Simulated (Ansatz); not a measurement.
# Au(111) with 4 thermally displaced layers, 2x2: scattering by thermal displacements, part 2 of 2

Wanted: the phonon-limited resistivity of Au at 300 K by the Landauer route.

Ansatz 0.2.0; Ansatz plane-wave DFT, PBE, PAW files; ballistic transport by layer matching (Landauer), zero bias; PAW set soft_1.

So far. Step 2 (With 4 displaced layers): Over the solved energies the transmission per spin lies between 3.12 and 3.12, out of 3.21 channels of the lead on average (up to 3.21).

### 3. With 8 displaced layers

System of this step: Au(111) with 8 thermally displaced layers, 2x2. The cell holds 56 atoms: 56 Au. Cell: a = 5.768 Å, b = 5.768 Å, c = 33.006 Å, α = 87.5°, β = 92.5°, γ = 120.0°. It derives from Au. Regions: lead, 24 atoms (24 Au); scattering region, 32 atoms (32 Au). The structure is stacked along c, and the current runs across the ab planes.

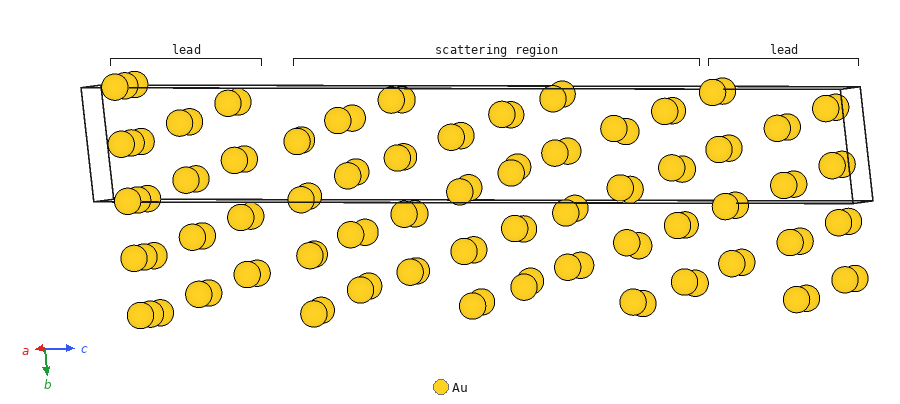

The cell of this step (gold yellow). 1×2×1 cells are drawn. Some periodic images of atoms are drawn too.

input.yaml

```yaml
crystal:
  lattice:
    - [5.7675164607, 0.0, 0.0]
    - [-2.8837582304, 4.9948157718, 0.0]
    - [-1.4418791152, 0.8324692953, 32.9641022945]
  atoms:
    - { symbol: Au, position: [0.005952381, 0.994047619, 0.0357142857] }
    - { symbol: Au, position: [0.005952381, 0.494047619, 0.0357142857] }
    - { symbol: Au, position: [0.505952381, 0.994047619, 0.0357142857] }
    - { symbol: Au, position: [0.505952381, 0.494047619, 0.0357142857] }
    - { symbol: Au, position: [0.1845238095, 0.3154761905, 0.1071428571] }
    - { symbol: Au, position: [0.1845238095, 0.8154761905, 0.1071428571] }
    - { symbol: Au, position: [0.6845238095, 0.3154761905, 0.1071428571] }
    - { symbol: Au, position: [0.6845238095, 0.8154761905, 0.1071428571] }
    - { symbol: Au, position: [0.3630952381, 0.1369047619, 0.1785714286] }
    - { symbol: Au, position: [0.3630952381, 0.6369047619, 0.1785714286] }
    - { symbol: Au, position: [0.8630952381, 0.1369047619, 0.1785714286] }
    - { symbol: Au, position: [0.8630952381, 0.6369047619, 0.1785714286] }
    - { symbol: Au, position: [0.0410326951, 0.968510989, 0.2489552063] }
    - { symbol: Au, position: [0.0571981032, 0.4763516761, 0.248504418] }
    - { symbol: Au, position: [0.5762153376, 0.9872589036, 0.2529659289] }
    - { symbol: Au, position: [0.570956854, 0.4771966372, 0.2561969582] }
    - { symbol: Au, position: [0.2234531423, 0.2795234211, 0.3230863075] }
    - { symbol: Au, position: [0.1914789061, 0.7519909911, 0.3190042326] }
    - { symbol: Au, position: [0.729677882, 0.289047018, 0.3172056458] }
    - { symbol: Au, position: [0.6876954874, 0.7741131651, 0.3209116683] }
    - { symbol: Au, position: [0.4046888566, 0.1128061986, 0.3962347885] }
    - { symbol: Au, position: [0.4074922773, 0.6128064349, 0.3898468073] }
    - { symbol: Au, position: [0.8827770479, 0.1051714032, 0.3946840748] }
    - { symbol: Au, position: [0.9159542034, 0.6115837094, 0.3950125687] }
    - { symbol: Au, position: [0.07387442, 0.891170346, 0.4622677432] }
    - { symbol: Au, position: [0.0892506394, 0.4341355134, 0.4601294885] }
    - { symbol: Au, position: [0.5917228901, 0.9147650155, 0.463646858] }
    - { symbol: Au, position: [0.5878253634, 0.4368741215, 0.4603465649] }
    - { symbol: Au, position: [0.2718517442, 0.2458028568, 0.5335955826] }
    - { symbol: Au, position: [0.2315053935, 0.7046927082, 0.5339342035] }
    - { symbol: Au, position: [0.7522287299, 0.2313355525, 0.5348126903] }
    - { symbol: Au, position: [0.7545531436, 0.7444576955, 0.5385196675] }
    - { symbol: Au, position: [0.4320215202, 0.060513556, 0.608623409] }
    - { symbol: Au, position: [0.4642734303, 0.5590237223, 0.6085525541] }
    - { symbol: Au, position: [0.9222503667, 0.0895816769, 0.6089552773] }
    - { symbol: Au, position: [0.9544485419, 0.5648825484, 0.6042765132] }
    - { symbol: Au, position: [0.13345319, 0.9009712254, 0.6761882347] }
    - { symbol: Au, position: [0.0939507476, 0.3951306342, 0.6781003305] }
    - { symbol: Au, position: [0.6483186604, 0.8760043349, 0.6771185913] }
    - { symbol: Au, position: [0.5958455906, 0.3571075545, 0.6761276319] }
    - { symbol: Au, position: [0.3160291113, 0.2062288266, 0.7483277475] }
    - { symbol: Au, position: [0.2772519048, 0.7185618531, 0.7518094355] }
    - { symbol: Au, position: [0.7923054083, 0.2011331659, 0.7508398197] }
    - { symbol: Au, position: [0.791770789, 0.6956968384, 0.7517105796] }
    - { symbol: Au, position: [0.4702380952, 0.0297619048, 0.8214285714] }
    - { symbol: Au, position: [0.4702380952, 0.5297619048, 0.8214285714] }
    - { symbol: Au, position: [0.9702380952, 0.0297619048, 0.8214285714] }
    - { symbol: Au, position: [0.9702380952, 0.5297619048, 0.8214285714] }
    - { symbol: Au, position: [0.1488095238, 0.8511904762, 0.8928571429] }
    - { symbol: Au, position: [0.1488095238, 0.3511904762, 0.8928571429] }
    - { symbol: Au, position: [0.6488095238, 0.8511904762, 0.8928571429] }
    - { symbol: Au, position: [0.6488095238, 0.3511904762, 0.8928571429] }
    - { symbol: Au, position: [0.3273809524, 0.1726190476, 0.9642857143] }
    - { symbol: Au, position: [0.3273809524, 0.6726190476, 0.9642857143] }
    - { symbol: Au, position: [0.8273809524, 0.1726190476, 0.9642857143] }
    - { symbol: Au, position: [0.8273809524, 0.6726190476, 0.9642857143] }
kpoints:
  mp_grid: { grid: [5, 5, 1] }
hamiltonian:
  xc: pbe
  pseudopotentials: { kind: paw, azcp: { folder: soft_1 } }
scf:
  occupations: { method: fermi_dirac, width: 0.1 }
output:
  transmission:
    leads: [[0, 4]]
    kmesh: [10, 10]
    e_range: [-0.05, 0.05]
    de: 0.05
  write_potential: true
  write_density: true
  volumetric_format: npy
```

Command:

```sh
ansatz run input.yaml --threads 8 --pin off --max-ram 15360MiB --backend cpu --events-out ev --progress --plain --runs-dir out
```

Numbers of over 12 decimals in the logs are rounded to 6 here.

The program printed:

```text
[...]
Crystal: 56 atoms, lattice volume = 949.619 Å³
Basis set: ecut = 420 eV, 18659 PW (Γ)
Bands: 639, of which v1, the nominal top of the filled ones, is band 532 counted from 1 (531 counted from 0)
Symmetry: 1 space group operations
[...]
k-points: 13 of 25 (time reversal used)
[...]
SCF iter   1: F=—  HF=-736477.306904 eV  |F-HF|=—  |Δ(HF+E_count)|=         —  Δρ=6.75e-2  dr2=4.74e1  ethr=3.10e-3  ⟨swp⟩=4.0  Hψ=24696  notcnv=0  defer=196
[...]
SCF iter  10: F=-736463.379825 eV  HF=-736463.379825 eV  |F-HF|=4.68e-8  |Δ(HF+E_count)|=   1.65e-8  Δρ=1.53e-6  dr2=5.98e-8  ethr=9.40e-12  ⟨swp⟩=8.4  Hψ=31045  notcnv=0
SCF 1 converged in 10 iterations: F = -736463.379825 eV  dr2 = 5.98e-8
[...]
transmission: 236 of 2288 steps passed
transmission: 460 of 2288 steps passed
[...]
transmission: 2288 of 2288 steps passed
SCF converged after 10 iterations
Free energy (F): -736463.379825 eV
[...]
Internal energy: -736462.718531 eV  (E = F + TS)
E sigma→0 (E₀):  -736463.049178 eV
Entropy (-TS):   -0.661294 eV (-11.809 meV/atom)
Fermi energy:    20.725860 eV
[...]
--- Band table (eV; the first three rows and the last of 13) ---
  k-point 0: bands = [... 528 lower, 20.8728, 21.1656, 21.2022, 21.3695, 21.3907, 21.4394, 21.4963, 21.5770, ... 103 higher]
  k-point 1: bands = [... 528 lower, 20.4059, 20.4979, 20.6073, 20.6914, 20.7564, 20.7878, 20.8477, 20.9211, ... 103 higher]
  k-point 2: bands = [... 528 lower, 20.5038, 20.5562, 20.5868, 20.6641, 20.7398, 20.7925, 20.8661, 21.0165, ... 103 higher]
  k-point 12: bands = [... 528 lower, 19.9239, 19.9455, 20.1642, 20.8069, 20.9648, 21.1384, 21.2298, 21.2967, ... 103 higher]
--- Transmission ---
  basis      : 253 plane waves across, 44 finite elements along
  points     : 52, standing for a mesh of 10 x 10
[...]
channels       : 3.210000e0 a spin
[...]
junction   : crystal 0 to crystal 0, 0.70 to 31.31 Å
    transmission   : 3.016772e0 a spin
[...]
```

Run time: 21 min. Hardware: 8 threads of Arm Neoverse N1, shared host; peak memory 8.1 GiB.

This step gave:

```
free energy                                   : -736463.3798 eV
energy at zero smearing                       : -736463.0492 eV
transmission per spin nearest the Fermi level : 3.017
step of the lead's potential                  : 5.3 meV
```

Per spin. Table of transmission, zone mean by energy, zero at the Fermi level:

| energy (eV) | transmission, zone mean |
| --- | --- |
| -0.0500 | 3.01 |
| 0.0000 | 3.02 |
| 0.0500 | 3.03 |

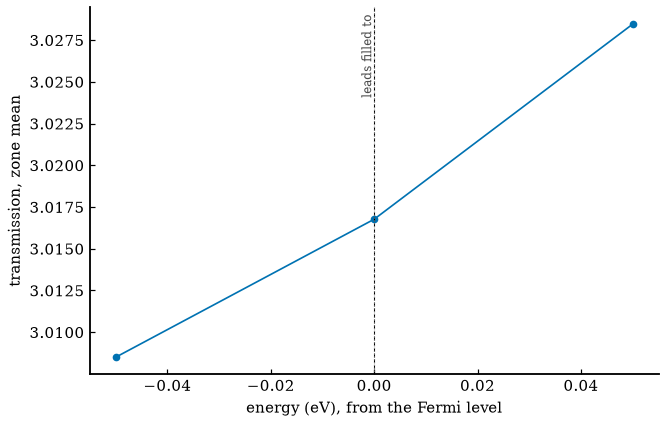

Transmission, zone mean, plotted against energy.

Over the solved energies the transmission per spin lies between 3.01 and 3.03, out of 3.21 channels of the lead on average (up to 3.21).

### 4. With 12 displaced layers

System of this step: Au(111) with 12 thermally displaced layers, 2x2. The cell holds 72 atoms: 72 Au. Cell: a = 5.768 Å, b = 5.768 Å, c = 42.382 Å, α = 90.0°, β = 90.0°, γ = 120.0°. It derives from Au. Regions: lead, 24 atoms (24 Au); scattering region, 48 atoms (48 Au). The structure is stacked along c, and the current runs across the ab planes.

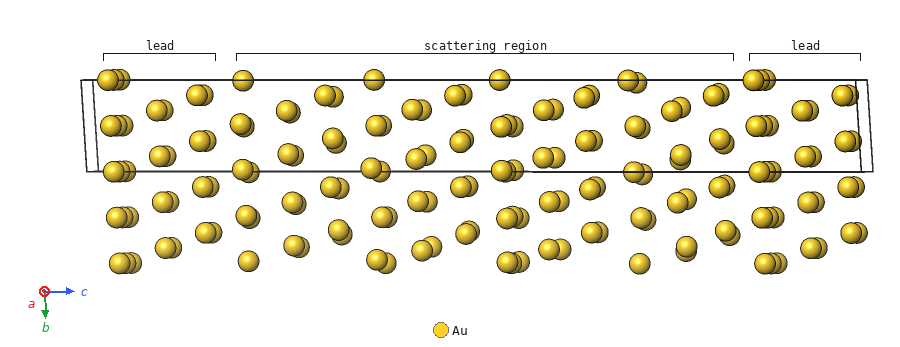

The cell of this step (gold yellow). 1×2×1 cells are drawn. Some periodic images of atoms are drawn too.

input.yaml

```yaml
crystal:
  lattice:
    - [5.7675164607, 0.0, 0.0]
    - [-2.8837582304, 4.9948157718, 0.0]
    - [0.0, 0.0, 42.3824172358]
  atoms:
    - { symbol: Au, position: [0.0, 0.0, 0.0277777778] }
    - { symbol: Au, position: [0.0, 0.5, 0.0277777778] }
    - { symbol: Au, position: [0.5, 0.0, 0.0277777778] }
    - { symbol: Au, position: [0.5, 0.5, 0.0277777778] }
    - { symbol: Au, position: [0.1666666667, 0.3333333333, 0.0833333333] }
    - { symbol: Au, position: [0.1666666667, 0.8333333333, 0.0833333333] }
    - { symbol: Au, position: [0.6666666667, 0.3333333333, 0.0833333333] }
    - { symbol: Au, position: [0.6666666667, 0.8333333333, 0.0833333333] }
    - { symbol: Au, position: [0.3333333333, 0.1666666667, 0.1388888889] }
    - { symbol: Au, position: [0.3333333333, 0.6666666667, 0.1388888889] }
    - { symbol: Au, position: [0.8333333333, 0.1666666667, 0.1388888889] }
    - { symbol: Au, position: [0.8333333333, 0.6666666667, 0.1388888889] }
    - { symbol: Au, position: [0.9550763753, 0.9766167887, 0.1937947164] }
    - { symbol: Au, position: [0.9877353842, 0.4788797864, 0.1951472013] }
    - { symbol: Au, position: [0.5206745209, 0.0081821368, 0.1949244532] }
    - { symbol: Au, position: [0.5166799128, 0.5073367606, 0.1920022041] }
    - { symbol: Au, position: [0.1751969021, 0.356758304, 0.2475682318] }
    - { symbol: Au, position: [0.1641159475, 0.8262745407, 0.2480801918] }
    - { symbol: Au, position: [0.6516919413, 0.3351658798, 0.2506741691] }
    - { symbol: Au, position: [0.6584055387, 0.8071017722, 0.2493827165] }
    - { symbol: Au, position: [0.3473521985, 0.183841968, 0.3069932741] }
    - { symbol: Au, position: [0.3563491454, 0.68656897, 0.3073169733] }
    - { symbol: Au, position: [0.8210530119, 0.1677195395, 0.3040309754] }
    - { symbol: Au, position: [0.7806747729, 0.6361749633, 0.3100213407] }
    - { symbol: Au, position: [0.962111282, 0.9593277461, 0.3598607924] }
    - { symbol: Au, position: [0.0234758481, 0.4991844572, 0.3619835302] }
    - { symbol: Au, position: [0.4949984513, 0.9984902071, 0.3638190086] }
    - { symbol: Au, position: [0.5117226354, 0.4984353776, 0.3630172569] }
    - { symbol: Au, position: [0.1815585654, 0.3293576132, 0.4172438495] }
    - { symbol: Au, position: [0.1645974142, 0.8212102923, 0.419127069] }
    - { symbol: Au, position: [0.6584236478, 0.3220960225, 0.413084074] }
    - { symbol: Au, position: [0.6606230973, 0.8610048525, 0.4142293872] }
    - { symbol: Au, position: [0.3367515365, 0.1600065555, 0.473315362] }
    - { symbol: Au, position: [0.335754368, 0.6525846884, 0.4715982601] }
    - { symbol: Au, position: [0.8359331685, 0.1687445882, 0.4721612726] }
    - { symbol: Au, position: [0.8341207494, 0.6780842879, 0.4750379833] }
    - { symbol: Au, position: [0.0017781275, 0.986573705, 0.5286242549] }
    - { symbol: Au, position: [0.0051469627, 0.508374046, 0.5317217673] }
    - { symbol: Au, position: [0.4965344923, 0.9997913518, 0.5258823048] }
    - { symbol: Au, position: [0.4902983914, 0.4896754864, 0.5311979707] }
    - { symbol: Au, position: [0.1662547137, 0.3229586148, 0.5874582403] }
    - { symbol: Au, position: [0.1536134606, 0.8489568091, 0.5855059064] }
    - { symbol: Au, position: [0.6733146197, 0.3285959748, 0.5830567069] }
    - { symbol: Au, position: [0.6684008168, 0.8475928951, 0.5783544565] }
    - { symbol: Au, position: [0.3266799231, 0.1694229682, 0.6376464471] }
    - { symbol: Au, position: [0.3025766893, 0.6622616988, 0.6372744588] }
    - { symbol: Au, position: [0.8585800551, 0.1920158801, 0.6390372131] }
    - { symbol: Au, position: [0.8011689351, 0.6631077114, 0.6369132469] }
    - { symbol: Au, position: [0.0260560987, 0.0306834162, 0.6951230543] }
    - { symbol: Au, position: [0.0457107366, 0.527474375, 0.695933517] }
    - { symbol: Au, position: [0.4883802302, 0.0037892737, 0.6915814651] }
    - { symbol: Au, position: [0.5202465725, 0.5043306637, 0.6976487899] }
    - { symbol: Au, position: [0.1569034771, 0.3006033303, 0.7516839284] }
    - { symbol: Au, position: [0.199956474, 0.8661528895, 0.7482345565] }
    - { symbol: Au, position: [0.6564032041, 0.3371774017, 0.7480577107] }
    - { symbol: Au, position: [0.6386761246, 0.8160530331, 0.7558356435] }
    - { symbol: Au, position: [0.3174059391, 0.1505032551, 0.8048462266] }
    - { symbol: Au, position: [0.347775546, 0.6920141738, 0.8078004613] }
    - { symbol: Au, position: [0.8486839716, 0.1693362832, 0.806109418] }
    - { symbol: Au, position: [0.8121730005, 0.6411932503, 0.8101291542] }
    - { symbol: Au, position: [0.0, 0.0, 0.8611111111] }
    - { symbol: Au, position: [0.0, 0.5, 0.8611111111] }
    - { symbol: Au, position: [0.5, 0.0, 0.8611111111] }
    - { symbol: Au, position: [0.5, 0.5, 0.8611111111] }
    - { symbol: Au, position: [0.1666666667, 0.3333333333, 0.9166666667] }
    - { symbol: Au, position: [0.1666666667, 0.8333333333, 0.9166666667] }
    - { symbol: Au, position: [0.6666666667, 0.3333333333, 0.9166666667] }
    - { symbol: Au, position: [0.6666666667, 0.8333333333, 0.9166666667] }
    - { symbol: Au, position: [0.3333333333, 0.1666666667, 0.9722222222] }
    - { symbol: Au, position: [0.3333333333, 0.6666666667, 0.9722222222] }
    - { symbol: Au, position: [0.8333333333, 0.1666666667, 0.9722222222] }
    - { symbol: Au, position: [0.8333333333, 0.6666666667, 0.9722222222] }
kpoints:
  mp_grid: { grid: [5, 5, 1] }
hamiltonian:
  xc: pbe
  pseudopotentials: { kind: paw, azcp: { folder: soft_1 } }
scf:
  occupations: { method: fermi_dirac, width: 0.1 }
output:
  transmission:
    leads: [[0, 4]]
    kmesh: [10, 10]
    e_range: [-0.05, 0.05]
    de: 0.05
  write_potential: true
  write_density: true
  volumetric_format: npy
```

The program printed:

```text
[...]
Crystal: 72 atoms, lattice volume = 1220.939 Å³
Basis set: ecut = 420 eV, 23937 PW (Γ)
Bands: 821, of which v1, the nominal top of the filled ones, is band 684 counted from 1 (683 counted from 0)
Symmetry: 1 space group operations
[...]
k-points: 13 of 25 (time reversal used)
[...]
SCF iter   1: F=—  HF=-946897.926831 eV  |F-HF|=—  |Δ(HF+E_count)|=         —  Δρ=6.74e-2  dr2=6.08e1  ethr=3.10e-3  ⟨swp⟩=4.0  Hψ=31716  notcnv=0  defer=269
[...]
SCF iter  11: F=-946880.092354 eV  HF=-946880.092354 eV  |F-HF|=2.92e-8  |Δ(HF+E_count)|=   7.33e-9  Δρ=6.25e-7  dr2=3.30e-8  ethr=7.31e-12  ⟨swp⟩=8.2  Hψ=39527  notcnv=0
SCF 1 converged in 11 iterations: F = -946880.092354 eV  dr2 = 3.30e-8
[...]
transmission: 284 of 2756 steps passed
transmission: 556 of 2756 steps passed
[...]
transmission: 2756 of 2756 steps passed
SCF converged after 11 iterations
Free energy (F): -946880.092354 eV
[...]
Internal energy: -946879.305318 eV  (E = F + TS)
E sigma→0 (E₀):  -946879.698836 eV
Entropy (-TS):   -0.787036 eV (-10.931 meV/atom)
Fermi energy:    20.709889 eV
[...]
--- Band table (eV; the first three rows and the last of 13) ---
  k-point 0: bands = [... 680 lower, 20.9353, 21.2803, 21.3260, 21.3457, 21.3557, 21.3821, 21.3995, 21.5345, ... 133 higher]
  k-point 1: bands = [... 680 lower, 20.4536, 20.5436, 20.5939, 20.6757, 20.7261, 20.7837, 20.8368, 20.9168, ... 133 higher]
  k-point 2: bands = [... 680 lower, 20.5004, 20.5563, 20.5682, 20.6359, 20.7158, 20.7497, 20.7754, 20.8132, ... 133 higher]
  k-point 12: bands = [... 680 lower, 19.9690, 20.3358, 20.3493, 20.7280, 20.7746, 21.0282, 21.0386, 21.4426, ... 133 higher]
--- Transmission ---
  basis      : 253 plane waves across, 53 finite elements along
  points     : 52, standing for a mesh of 10 x 10
[...]
channels       : 3.210000e0 a spin
[...]
junction   : crystal 0 to crystal 0, 0.70 to 40.73 Å
    transmission   : 2.880837e0 a spin
[...]
```

The job ended after 33 min (8 threads; peak memory 9.8 GiB; 4 h of CPU time).

Numbers from this step:

```yaml
free_energy: -946880.0924 eV
energy_at_zero_smearing: -946879.6988 eV
fermi_energy: 20.71 eV
transmission_per_spin_nearest_the_fermi_level: 2.881
step_of_the_lead_s_potential: 7.7 meV
```

Per spin. The transmission, zone mean by energy, zero at the Fermi level:

| energy (eV) | transmission, zone mean |
| --- | --- |
| -0.0500 | 2.84 |
| 0.0000 | 2.88 |
| 0.0500 | 2.87 |

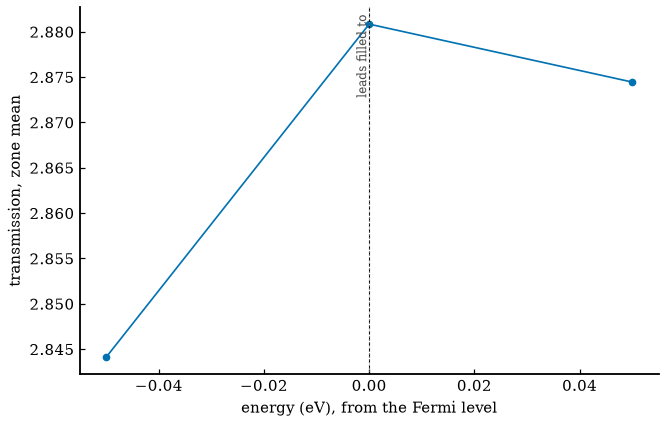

Transmission, zone mean, plotted against energy.

Over the solved energies the transmission per spin lies between 2.84 and 2.88, out of 3.21 channels of the lead on average (up to 3.21).

### 5. Resistance against length

This step: Ansatz plane-wave DFT, PBE, PAW files; ballistic transport by layer matching (Landauer), zero bias; resistivity from the slope of the area resistance; PAW set soft_1 (Ansatz 0.2.0).

This step gave:

```yaml
resistivity: 5.617 µΩ cm
intercept: -0.02395 fΩ m²
scatter_about_the_fit: 0.005746 fΩ m²
```

Resistance, by row:

| run | length (Å) | T | channels N | RA (fΩ m²) |
| --- | --- | --- | --- | --- |
| n4 | 9.418 | 3.121 | 3.21 | 0.03301 |
| n8 | 18.84 | 3.018 | 3.21 | 0.07372 |
| n12 | 28.25 | 2.866 | 3.21 | 0.1388 |

Table of area resistance by length of the displaced region:

| length of the displaced region (Å) | area resistance (fΩ m²) |
| --- | --- |
| 9.42 | 0.0330 |
| 18.84 | 0.0737 |
| 28.25 | 0.139 |

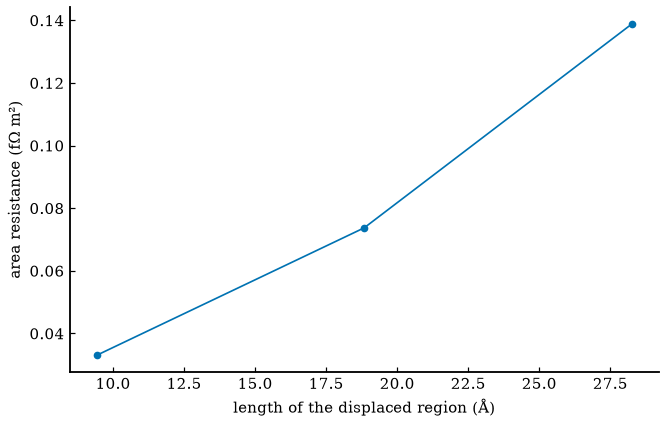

Area resistance against length of the displaced region.

The area resistance goes from 0.033 to 0.14 fΩ m² between 9.4 and 28.3 Å, a slope of 5.6 µΩ cm.

By hand from the end points: (0.1388 − 0.03301) fΩ m² / (28.25 − 9.42) Å = 5.6 µΩ cm, since 1 fΩ m² per Å is 1000 µΩ cm.

### 6. Outcome

| Property | Result |
| --- | --- |
| resistivity from the slope | 5.62 µΩ cm |
| area resistance over 9.42 Å | 0.0330 fΩ m² |
| area resistance over 18.8 Å | 0.0737 fΩ m² |
| area resistance over 28.3 Å | 0.139 fΩ m² |

**Reading.** The slope gives 5.6 µΩ cm. The points scatter by 0.0057 fΩ m² about the line, with one random draw a length in a 2x2 cell, so the slope is a rough value. The mean square of the displacements drawn is 0.78, 0.91 and 1.0 of the nominal one at the three lengths; with each resistance scaled back by that, the slope is 4.9 µΩ cm, the value used below. Read with a model of isotropic scattering on a spherical Fermi surface and the lead's 0.86×10¹⁵ S/m², this slope means a mean free path near 207 Å; over these lengths the model's slope is 1.18 times its bulk resistivity, which would be 4.2 µΩ cm. Uncorrelated displacements put too much weight on short waves, which scatter strongly; with the sideways repeat of a small cell, one draw and three short lengths, the method is good to a factor of two or three. The measured value is 2.271 µΩ cm (CRC Handbook of Chemistry and Physics, 84th ed., 2003, Electrical Resistivity of Pure Metals); the scaled slope is 2.2 times that and the corrected value 1.8: clearly high. Spin-orbit coupling is left out, which matters for Au.

[Logs are printed without paths, hosts, clocks, repeated set-up lines and the standing remarks that a program may print on its own settings, such as how far it seeks lower states.]

[Hosts, paths, dates, database ids (printed as entryN), source tags and the programs' standing remarks are cut or masked in the printed files.]
